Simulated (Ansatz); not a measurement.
# doublet AlH2ClF at 6 levels

We compute a comparison of 6 runs (UHF/STO-3G, U-revPBE/STO-3G, U-wB97M-V/STO-3G, U-wB97X/STO-3G, UMP2/STO-3G, UBCCD(T)/STO-3G) of doublet AlH2ClF. 

The results are computed with Ansatz 0.2.0.

6 further runs of the same task are left out: 5 that didn't finish, 1 set aside as unsound or not needed.

## Step 1: The system as given

AlH2ClF has 5 atoms, charge 0, and is taken as a doublet. SMILES of the parent species: `[F][AlH2-][Cl]`. The shape comes from GFN2-xTB, which is rough for such elements, and wasn't checked as a minimum. That shape belongs to the parent species and isn't relaxed for this state.

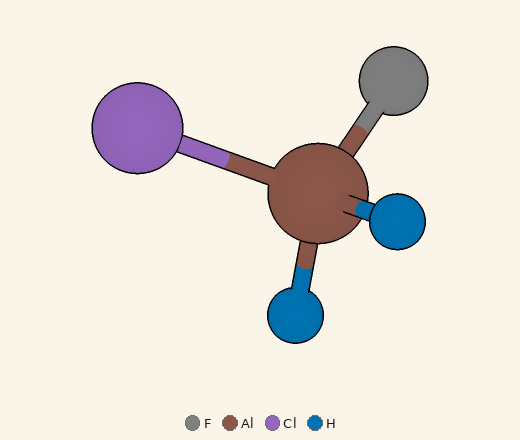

Viewed from a chosen angle; fluorine grey, aluminium brown, chlorine purple, hydrogen blue.

## Step 2: A single-point energy at UHF/STO-3G (run 1)

Contents of in.yaml:

```yaml
crystal:
  periodic: [false, false, false]
  atoms:
    - symbol: F
      position_ang: [-1.193270, 0.114160, 1.228710]
    - symbol: Al
      position_ang: [-0.086940, 0.062310, -0.052380]
    - symbol: Cl
      position_ang: [1.653880, -0.992940, 0.511330]
    - symbol: H
      position_ang: [-0.732650, -0.721820, -1.269020]
    - symbol: H
      position_ang: [0.358980, 1.538300, -0.418630]
basis:
  gaussian:
    orbitals: STO-3G
magnetization:
  spin_polarized: true
  initial_magnetization: 1
hamiltonian:
  xc: hf
accuracy: high
```

Started as:

```bash
$ ansatz run in.yaml --threads 1 --pin off --max-ram 2610MiB --events-out events.jsonl --progress --plain --runs-dir runs
```

Standard output:

```text
Warning: RAYON_NUM_THREADS=1 ignored (pool sized by the plan → 1); use --threads N
Functional definition: HF
  name "HF"
  exchange = exact_x
  correlation = 0
458 factors; integrals over basis functions are off by at most 2.8e-8 eV
mean field evaluation 1: about -21569.2420 eV, gradient 1.7e1 eV
mean field evaluation 2: about -21569.2647 eV, gradient 1.7e1 eV
mean field evaluation 4: about -21572.3493 eV, gradient 1.6e0 eV
mean field evaluation 8: about -21572.4191 eV, gradient 4.7e-1 eV
mean field evaluation 16: about -21573.3321 eV, gradient 2.5e-2 eV
mean field evaluation 32: about -21573.2794 eV, gradient 1.5e-1 eV
mean field evaluation 64: about -21572.0494 eV, gradient 5.2e-1 eV
mean field evaluation 96: about -21570.4593 eV, gradient 1.2e1 eV
mean field evaluation 128: about -21567.6172 eV, gradient 1.8e1 eV
mean field evaluation 160: about -21571.6246 eV, gradient 2.8e0 eV
mean field -21573.33205747 eV, -792.8053301825 hartree, gradient 2.9e-8 eV, S^2 0.753965; 3 other end points of the search recorded, 0 dependent functions left out
reference -21573.33205747 eV, -792.8053301825 hartree; 21, 20 occupied and 4, 5 virtual orbitals, 458 factors
Total energy: -21573.33205747 eV, -792.8053301825 hartree
```

Run time: 0.54 s. Hardware: 1 thread of Arm Neoverse V1, shared host.

## Step 3: The energy at U-revPBE/STO-3G (run 2)

Contents of molecule.yaml:

```yaml
crystal:
  periodic: [false, false, false]
  atoms:
    - {symbol: F, position_ang: [-1.193270, 0.114160, 1.228710]}
    - {symbol: Al, position_ang: [-0.086940, 0.062310, -0.052380]}
    - {symbol: Cl, position_ang: [1.653880, -0.992940, 0.511330]}
    - {symbol: H, position_ang: [-0.732650, -0.721820, -1.269020]}
    - {symbol: H, position_ang: [0.358980, 1.538300, -0.418630]}
basis:
  gaussian: {orbitals: STO-3G}
magnetization: {spin_polarized: true, initial_magnetization: 1}
hamiltonian: {xc: {name: revPBE}}
accuracy: high
```

Started as:

```bash
$ ansatz run molecule.yaml --threads 1 --pin off --max-ram 2610MiB --events-out events.jsonl --progress --plain --runs-dir runs
```

Standard output:

```text
Warning: RAYON_NUM_THREADS=1 ignored (pool sized by the plan → 1); use --threads N
Functional definition: revPBE
  name "revPBE"
  parameter kappa = 1.245
  parameter beta = 0.06672455060314922
  exchange = pbe_x(kappa = kappa, mu = beta*pi^2/3)
  correlation = pbe_c(beta = beta)
458 factors; integrals over basis functions are off by at most 2.8e-8 eV
mean field evaluation 1: about -21606.5350 eV, gradient 1.8e1 eV
mean field evaluation 2: about -21598.2337 eV, gradient 3.2e1 eV
mean field evaluation 4: about -21607.0196 eV, gradient 1.3e1 eV
mean field evaluation 8: about -21609.9710 eV, gradient 9.1e-1 eV
mean field evaluation 16: about -21609.9409 eV, gradient 2.8e-5 eV
mean field evaluation 32: about -21609.7407 eV, gradient 4.3e0 eV
mean field -21609.94091828 eV, -794.1506810026 hartree, gradient 4.4e-8 eV, S^2 0.752784; 5 other end points of the search recorded, 0 dependent functions left out
reference -21609.94092037 eV, -794.1506810796 hartree; 21, 20 occupied and 4, 5 virtual orbitals, 458 factors
Total energy: -21609.94092037 eV, -794.1506810796 hartree
```

It took 3.6 s on 1 thread of Arm Neoverse V1, shared host; peak memory 0.14 GiB.

Runs 3 to 4 aren't shown in full; the table further down has their settings and results.

## Step 4: The energy at UMP2/STO-3G (run 5)

Contents of input.yaml:

```yaml
crystal:
  periodic: [false, false, false]
  atoms:
    - {symbol: F, position_ang: [-1.193270, 0.114160, 1.228710]}
    - {symbol: Al, position_ang: [-0.086940, 0.062310, -0.052380]}
    - {symbol: Cl, position_ang: [1.653880, -0.992940, 0.511330]}
    - {symbol: H, position_ang: [-0.732650, -0.721820, -1.269020]}
    - {symbol: H, position_ang: [0.358980, 1.538300, -0.418630]}
basis:
  gaussian:
    orbitals: STO-3G
magnetization:
  spin_polarized: true
  initial_magnetization: 1
total_charge: 0
correlation:
  method: mp2
  frozen_orbitals: {Al: 5, Cl: 5, F: 1, H: 0}
accuracy: high
```

Started as:

```bash
$ ansatz run input.yaml --threads 1 --pin off --max-ram 2610MiB --events-out events.jsonl --progress --plain --runs-dir runs
```

Standard output, cut to the lines that bear on the results:

```text
Warning: RAYON_NUM_THREADS=1 ignored (pool sized by the plan → 1); use --threads N
[... 2 set-up lines as earlier in the session ...]
[...]
458 factors; integrals over basis functions are off by at most 2.8e-8 eV
[...]
mean field -21573.33205747 eV, -792.8053301825 hartree, gradient 2.9e-8 eV, S^2 0.753965; 10 other end points of the search recorded, 0 dependent functions left out
11 core orbitals not correlated: weight in the atoms' cores, before any rotation towards them, 0.999 or more for the frozen orbitals, at most 0.000 for the correlated occupied ones
reference -21573.33205747 eV, -792.8053301825 hartree; 10, 9 occupied and 4, 5 virtual orbitals, 458 factors
second order -1.02925842 eV of doubles, -0.00000000 eV of singles
Total energy: -21574.36131589 eV, -792.8431547317 hartree
```

It took 1.6 s on 1 thread of Arm Neoverse V1, shared host.

## Step 5: The energy at UBCCD(T)/STO-3G (run 6)

Contents of in.yaml:

```yaml
crystal:
  periodic: [false, false, false]
  atoms:
    - {symbol: F, position_ang: [-1.193270, 0.114160, 1.228710]}
    - {symbol: Al, position_ang: [-0.086940, 0.062310, -0.052380]}
    - {symbol: Cl, position_ang: [1.653880, -0.992940, 0.511330]}
    - {symbol: H, position_ang: [-0.732650, -0.721820, -1.269020]}
    - {symbol: H, position_ang: [0.358980, 1.538300, -0.418630]}
basis:
  gaussian:
    orbitals: STO-3G
accuracy: high
correlation:
  method: bccd_t
  frozen_orbitals: {Al: 5, Cl: 5, F: 1, H: 0}
scf:
  omitted_lower_state_checks: [cluster_reference, increment]
magnetization:
  spin_polarized: true
  initial_magnetization: 1
```

Started as:

```bash
$ ansatz run in.yaml --threads 1 --pin off --max-ram 2610MiB --events-out events.jsonl --progress --plain --runs-dir runs
```

Standard output:

```text
Warning: RAYON_NUM_THREADS=1 ignored (pool sized by the plan → 1); use --threads N
[... 17 lines left out ...]
11 core orbitals not correlated: weight in the atoms' cores, before any rotation towards them, 0.999 or more for the frozen orbitals, at most 0.000 for the correlated occupied ones
[... 46 lines left out ...]
Total energy: -21575.11510956 eV, -792.8708561381 hartree
Checks for a lower state left out: cluster_reference, increment
```

Wall time 2 s (1 thread of Arm Neoverse V1, shared host).

## Step 6: Overview of the runs

| run | level | frozen core orbitals | energy (Eh) | ⟨S²⟩ | wall time |
| --- | --- | --- | --- | --- | --- |
| 1 | UHF/STO-3G | – | -792.805330 | 0.754 | 0.54 s |
| 2 | U-revPBE/STO-3G | – | -794.150681 | 0.753 | 3.6 s |
| 3 | U-wB97M-V/STO-3G | – | -794.362249 | 0.758 | 45 s |
| 4 | U-wB97X/STO-3G | – | -794.280864 | 0.759 | 17 s |
| 5 | UMP2/STO-3G | 11 | -792.843155 | 0.754 | 1.6 s |
| 6 | UBCCD(T)/STO-3G | 11 | -792.870856 | 0.754 | 2 s |

## Step 7: Summary of results

| quantity | value |
| --- | --- |
| run 6: total energy | -792.87086 Eh |
| run 6: correlation energy (11 core orbitals frozen) | -65.5 mEh |
| run 6: (T) correction | -2.34 mEh |
| run 6: ⟨S²⟩ of the reference determinant | 0.754 |

Below the UHF energy at the same shape and in the same basis (STO-3G): UMP2 -37.8 mEh; UBCCD(T) -65.5 mEh. Totals of different functionals can't be ranked against each other. In runs 1, 2, 3, 4, 5, 6 the basis is minimal, so the values are rough. All runs together took 69 s, the longest 45 s.
